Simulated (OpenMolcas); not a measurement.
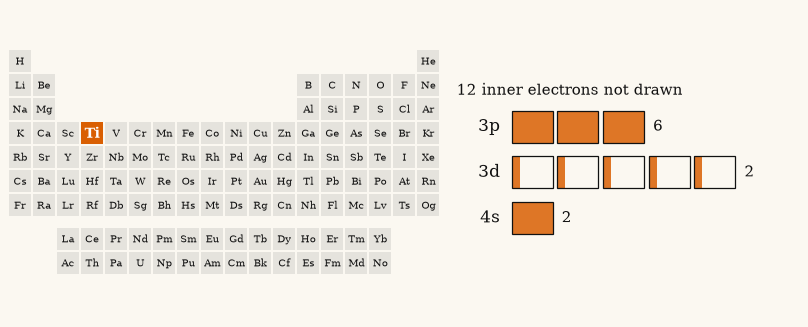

Left, the place of titanium in the periodic table; right, the outer shells of the leading configuration of the lowest level: a box for each of the 2l + 1 orbitals, shaded by the share of the shell that is filled, with the electron count at the right.

## Ti: multiconfigurational calculation (part 1 of 2)

System: Ti.
Method: state-averaged CASSCF, active space 4 electrons in the shells 3d 4s 4d, basis ANO-RCC-VTZP, DKH2 scalar Hamiltonian, spin-orbit coupling by RASSI with atomic mean-field integrals (OpenMolcas).

**Key numbers**

- outcome: converged
- lowest level: 3d² 4s² ³F₂
- first excited level: 3d² 4s² ³F₃, 186 cm⁻¹ (measured: 170)
- energy of the lowest spin-free term: −852.74373 hartree
- energy of the lowest spin-orbit level: −852.74485 hartree
- largest spread among components of a term: 0.0 cm⁻¹
- hardware: 1 thread of Arm Neoverse V2, 24 GiB of memory available, shared host
- wall time: 73 s

**Remarks**

Against measured levels the run misses widely: 3d3 4s1 5F J = 1 comes out at 2,647 cm⁻¹ where 6,557 cm⁻¹ is measured. Without dynamic correlation the gaps between configurations can be off by an electronvolt or more. To bear in mind: extra active shells serve correlation only, their own levels not computed; only configurations of the active space are included; spin-free states above about 21,000 cm⁻¹ are left out of the spin-orbit step.

**Input**
```
&GATEWAY
Coord
1

Ti 0.0 0.0 0.0
Basis=ANO-RCC-VTZP
Group=XYZ
NoMove
AngMom=0.0 0.0 0.0
AMFI
&SEWARD
&RASSCF
FileOrb=start.orb
Symmetry=1
Spin=5
nActEl=4 0 0
Inactive=3 6
Ras2=6 0
CIRoot=15 15 1
SDav=15
CIMx=300
Iter=120 100
PrWF=0.3
OrbListing=Nothing
MaxOrb=0
Atom
>>> COPY $Project.JobIph JOBPRE
&RASSCF
FileOrb=start.orb
Symmetry=1
Spin=3
nActEl=4 0 0
Inactive=3 6
Ras2=11 0
CIRoot=48 48 1
SDav=1485
CIMx=300
Iter=120 100
PrWF=0.3
OrbListing=Nothing
MaxOrb=0
Atom
>>> COPY $Project.JobIph JOB001
&RASSCF
FileOrb=start.orb
Symmetry=1
Spin=5
nActEl=4 0 0
Inactive=3 6
Ras2=11 0
CIRoot=27 27 1
SDav=330
CIMx=300
Iter=120 100
PrWF=0.3
OrbListing=Nothing
MaxOrb=0
Atom
CIOnly
>>> COPY $Project.JobIph JOB002
&RASSCF
FileOrb=start.orb
Symmetry=1
Spin=1
nActEl=4 0 0
Inactive=3 6
Ras2=11 0
CIRoot=62 62 1
SDav=1210
CIMx=300
Iter=120 100
PrWF=0.3
OrbListing=Nothing
MaxOrb=0
Atom
CIOnly
>>> COPY $Project.JobIph JOB003
&RASSI
NrOfJobIphs=3 48 10 23
1 2 3 4 5 6 7 8 9 10 11 12 13 14 15 16 17 18 19 20 21 22 23 24 25 26 27
28 29 30 31 32 33 34 35 36 37 38 39 40 41 42 43 44 45 46 47 48
1 2 3 4 5 6 7 8 9 10
1 2 3 4 5 6 7 8 9 10 11 12 13 14 15 16 17 18 19 20 21 22 23
IphNames
JOB001
JOB002
JOB003
EJob
SpinOrbit
DIPRint=1.0
SOCoupling=1000.0
Subsets=2
MEES
Property=10
'ANGMOM' 1 'ANGMOM' 2 'ANGMOM' 3 'MLTPL  1' 1 'MLTPL  1' 2 'MLTPL  1' 3
'AMFI' 1 'AMFI' 2 'AMFI' 3 'MLTPL  2' 6
SOProperty=3
'ANGMOM' 1 'ANGMOM' 2 'ANGMOM' 3
```

The file start.orb holds starting orbitals from an earlier step. A driver script formed the levels outside the program, from RASSI's spin-orbit matrix and the active-space energies, averaged over the components of each term or state.

Command:
```bash
OMP_NUM_THREADS=1 MOLCAS_MEM=1689 MOLCAS_PROJECT=a pymolcas a.inp > a.log  # once for each step of the input, in one work folder
```

**Output (extracts)**
```
--- SEWARD ---
Basis set label: TI.ANO-RCC...6S5P3D2F1G.

      Electronic valence basis set:
      ------------------
      Associated Effective Charge  22.000000 au
      Associated Actual Charge     22.000000 au
      Nuclear Model: Point charge

      Shell  nPrim  nBasis  Cartesian Spherical Contaminant
         s      21       6        X
         p      15       5        X
         d      10       3                 X
         f       6       2                 X
         g       4       1                 X
                  Relativistic Douglas-Kroll-Hess integrals:
                    - DKH order of Hamiltonian: 2
                    - DKH order of Properties : 0
                  Atomic mean-field integrals
--- RASSCF ---
Wave function specifications:
      -----------------------------

      Number of closed shell electrons          18
      Number of electrons in active shells       4
      Max number of holes in RAS1 space          0
      Max nr of electrons in RAS3 space          0
      Number of inactive orbitals                9
      Number of active orbitals                 11
      Number of secondary orbitals              39
      Spin quantum number                      1.0
      State symmetry                             1
Orbital specifications:
      -----------------------

      Symmetry species                           1   2
                                                ag  au
      Frozen orbitals                            0   0
      Inactive orbitals                          3   6
      Active orbitals                           11   0
      RAS1 orbitals                              0   0
      RAS2 orbitals                             11   0
      RAS3 orbitals                              0   0
      Secondary orbitals                        16  23
      Deleted orbitals                           0   0
      Number of basis functions                 30  29
      Number of CSFs                          1485
      Number of root(s) required                48
      Iter CI   SX   CI       RASSCF       Energy    max ROT     max BLB   max BLB  Level Ln srch  Step   QN
          iter iter root      energy       change     param      element    value   shift minimum  type update
 Nr of preliminary CI iterations:   1
        1   1   10    0  -852.68229810    0.00E+00  -9.53E-02    5  12 2 -2.64E-02*  0.00   0.00    SX    NO
        2   1    9    0  -852.68473411   -2.44E-03* -2.93E-02    9  15 1 -3.61E-03*  0.00   0.00    SX    NO
        3   1    8    0  -852.68489691   -1.63E-04*  1.11E-02    5   9 2  9.23E-04*  0.00   0.00    SX    NO
        4   1    8    0  -852.68491989   -2.30E-05* -4.49E-03    5   9 2  2.94E-04*  0.00   0.00    SX    NO
        5   1    8    0  -852.68492375   -3.86E-06* -2.53E-03    5  12 2 -2.38E-04*  0.00   1.57    LS   YES
        6   1    8    0  -852.68492456   -8.09E-07* -7.53E-04    5  12 2 -2.89E-04*  0.00   1.24    QN   YES
        7   1    6    0  -852.68492471   -1.53E-07*  7.52E-05    1  10 2 -3.56E-05   0.00   0.98    QN   YES
        8   1    7    0  -852.68492471    4.34E-10  -6.24E-05    5  12 2 -9.05E-05   0.00   0.34    QN   YES
      Convergence after  8 iterations
        9   1    7    0  -852.68492471   -1.82E-09  -6.24E-05    5  12 2 -6.28E-05   0.00   0.34    QN   YES
      Natural orbitals and occupation numbers for root  1
      sym 1:   0.938291   0.065772   0.938310   0.065739   0.012927   1.963696   0.004013   0.003332   0.004005   0.000567
               0.003347
      Natural orbitals and occupation numbers for root  2
      sym 1:   0.042582   0.042654   0.961719   0.013029   0.961702   1.963638   0.003070   0.003036   0.004009   0.000546
               0.004016
      Natural orbitals and occupation numbers for root  3
      sym 1:   0.134426   0.869271   0.012891   0.869197   0.134594   1.963849   0.003670   0.003981   0.000512   0.003599
               0.004011
::    RASSCF root number  1 Total energy:   -852.74372829
::    RASSCF root number  2 Total energy:   -852.74372829
::    RASSCF root number  3 Total energy:   -852.74372829
::    RASSCF root number  4 Total energy:   -852.74372829
::    RASSCF root number  5 Total energy:   -852.74372829
::    RASSCF root number  6 Total energy:   -852.74372829
::    RASSCF root number  7 Total energy:   -852.74372829
::    RASSCF root number  8 Total energy:   -852.69999762
::    RASSCF root number  9 Total energy:   -852.69999762
::    RASSCF root number 10 Total energy:   -852.69999762
::    RASSCF root number 11 Total energy:   -852.69288818
::    RASSCF root number 12 Total energy:   -852.69288818
::    RASSCF root number 13 Total energy:   -852.69288818
::    RASSCF root number 14 Total energy:   -852.69288818
::    RASSCF root number 15 Total energy:   -852.69288818
::    RASSCF root number 16 Total energy:   -852.69288818
::    RASSCF root number 17 Total energy:   -852.69288818
::    RASSCF root number 18 Total energy:   -852.68102898
::    RASSCF root number 19 Total energy:   -852.68102898
::    RASSCF root number 20 Total energy:   -852.68102898
::    RASSCF root number 21 Total energy:   -852.68102898
::    RASSCF root number 22 Total energy:   -852.68102898
::    RASSCF root number 23 Total energy:   -852.68102898
::    RASSCF root number 24 Total energy:   -852.68102898
::    RASSCF root number 25 Total energy:   -852.68102898
::    RASSCF root number 26 Total energy:   -852.68102898
::    RASSCF root number 27 Total energy:   -852.66682866
::    RASSCF root number 28 Total energy:   -852.66682866
::    RASSCF root number 29 Total energy:   -852.66682866
::    RASSCF root number 30 Total energy:   -852.66682866
--- RASSCF ---
Wave function specifications:
      -----------------------------

      Number of closed shell electrons          18
      Number of electrons in active shells       4
      Max number of holes in RAS1 space          0
      Max nr of electrons in RAS3 space          0
      Number of inactive orbitals                9
      Number of active orbitals                 11
      Number of secondary orbitals              39
      Spin quantum number                      2.0
      State symmetry                             1
Orbital specifications:
      -----------------------

      Symmetry species                           1   2
                                                ag  au
      Frozen orbitals                            0   0
      Inactive orbitals                          3   6
      Active orbitals                           11   0
      RAS1 orbitals                              0   0
      RAS2 orbitals                             11   0
      RAS3 orbitals                              0   0
      Secondary orbitals                        16  23
      Deleted orbitals                           0   0
      Number of basis functions                 30  29
      Number of CSFs                           330
      Number of root(s) required                27
      Iter CI   SX   CI       RASSCF       Energy    max ROT     max BLB   max BLB  Level Ln srch  Step   QN
          iter iter root      energy       change     param      element    value   shift minimum  type update
 Nr of preliminary CI iterations:   1
        1   1    0    0  -852.52873922    0.00E+00   0.00E+00   12  19 1 -3.55E-02*  0.00   0.00    SX    NO
      Natural orbitals and occupation numbers for root  1
      sym 1:   0.377114   0.377518   0.611818   0.612247   0.987719   0.999764   0.006757   0.007033   0.011659   0.004049
               0.004322
      Natural orbitals and occupation numbers for root  2
      sym 1:   0.988197   0.085230   0.904344   0.084759   0.903814   0.999743   0.011256   0.000896   0.010173   0.001099
               0.010489
      Natural orbitals and occupation numbers for root  3
      sym 1:   0.988566   0.132413   0.856495   0.856765   0.132058   0.999747   0.011145   0.001377   0.010034   0.009812
               0.001588
::    RASSCF root number  1 Total energy:   -852.73193541
::    RASSCF root number  2 Total energy:   -852.73193541
::    RASSCF root number  3 Total energy:   -852.73193541
::    RASSCF root number  4 Total energy:   -852.73193541
::    RASSCF root number  5 Total energy:   -852.73193541
::    RASSCF root number  6 Total energy:   -852.73193541
::    RASSCF root number  7 Total energy:   -852.73193541
::    RASSCF root number  8 Total energy:   -852.68932409
::    RASSCF root number  9 Total energy:   -852.68932409
::    RASSCF root number 10 Total energy:   -852.68932409
::    RASSCF root number 11 Total energy:   -852.60743712
::    RASSCF root number 12 Total energy:   -852.60743712
::    RASSCF root number 13 Total energy:   -852.60743712
::    RASSCF root number 14 Total energy:   -852.60743712
::    RASSCF root number 15 Total energy:   -852.60743712
::    RASSCF root number 16 Total energy:   -852.33836047
::    RASSCF root number 17 Total energy:   -852.33836047
::    RASSCF root number 18 Total energy:   -852.33836047
::    RASSCF root number 19 Total energy:   -852.33836047
::    RASSCF root number 20 Total energy:   -852.33836047
::    RASSCF root number 21 Total energy:   -852.33836047
::    RASSCF root number 22 Total energy:   -852.33836047
::    RASSCF root number 23 Total energy:   -852.33836047
::    RASSCF root number 24 Total energy:   -852.33836047
::    RASSCF root number 25 Total energy:   -852.33400305
::    RASSCF root number 26 Total energy:   -852.33400305
::    RASSCF root number 27 Total energy:   -852.33400305
--- RASSCF ---
Wave function specifications:
      -----------------------------

      Number of closed shell electrons          18
      Number of electrons in active shells       4
      Max number of holes in RAS1 space          0
      Max nr of electrons in RAS3 space          0
      Number of inactive orbitals                9
      Number of active orbitals                 11
      Number of secondary orbitals              39
      Spin quantum number                      0.0
      State symmetry                             1
Orbital specifications:
      -----------------------

      Symmetry species                           1   2
                                                ag  au
      Frozen orbitals                            0   0
      Inactive orbitals                          3   6
      Active orbitals                           11   0
      RAS1 orbitals                              0   0
      RAS2 orbitals                             11   0
      RAS3 orbitals                              0   0
      Secondary orbitals                        16  23
      Deleted orbitals                           0   0
      Number of basis functions                 30  29
      Number of CSFs                          1210
      Number of root(s) required                62
      Iter CI   SX   CI       RASSCF       Energy    max ROT     max BLB   max BLB  Level Ln srch  Step   QN
          iter iter root      energy       change     param      element    value   shift minimum  type update
 Nr of preliminary CI iterations:   1
        1   1    0    0  -852.63395587    0.00E+00   0.00E+00    5  18 1 -7.44E-03*  0.00   0.00    SX    NO
      Natural orbitals and occupation numbers for root  1
      sym 1:   0.113099   0.577195   0.254677   0.537852   0.566162   1.921994   0.004541   0.006508   0.006488   0.005736
               0.005748
      Natural orbitals and occupation numbers for root  2
      sym 1:   0.575297   0.539693   0.090959   0.290764   0.552610   1.922047   0.006445   0.005783   0.004031   0.006486
               0.005886
      Natural orbitals and occupation numbers for root  3
      sym 1:   0.562843   0.106507   0.538312   0.264681   0.576720   1.922008   0.006503   0.004412   0.005748   0.005789
               0.006478
::    RASSCF root number  1 Total energy:   -852.70157335
::    RASSCF root number  2 Total energy:   -852.70157335
::    RASSCF root number  3 Total energy:   -852.70157335
::    RASSCF root number  4 Total energy:   -852.70157335
::    RASSCF root number  5 Total energy:   -852.70157335
::    RASSCF root number  6 Total energy:   -852.68127413
::    RASSCF root number  7 Total energy:   -852.68127413
::    RASSCF root number  8 Total energy:   -852.68127413
::    RASSCF root number  9 Total energy:   -852.68127413
::    RASSCF root number 10 Total energy:   -852.68127413
::    RASSCF root number 11 Total energy:   -852.68127413
::    RASSCF root number 12 Total energy:   -852.68127413
::    RASSCF root number 13 Total energy:   -852.68127413
::    RASSCF root number 14 Total energy:   -852.68127413
::    RASSCF root number 15 Total energy:   -852.65519539
::    RASSCF root number 16 Total energy:   -852.65519539
::    RASSCF root number 17 Total energy:   -852.65519539
::    RASSCF root number 18 Total energy:   -852.65519539
::    RASSCF root number 19 Total energy:   -852.65519539
::    RASSCF root number 20 Total energy:   -852.65519539
::    RASSCF root number 21 Total energy:   -852.65519539
::    RASSCF root number 22 Total energy:   -852.65519539
::    RASSCF root number 23 Total energy:   -852.65519539
::    RASSCF root number 24 Total energy:   -852.64779689
::    RASSCF root number 25 Total energy:   -852.64779689
::    RASSCF root number 26 Total energy:   -852.64779689
::    RASSCF root number 27 Total energy:   -852.64779689
::    RASSCF root number 28 Total energy:   -852.64779689
::    RASSCF root number 29 Total energy:   -852.64779689
::    RASSCF root number 30 Total energy:   -852.64779689
```

(Continued in part 2.)
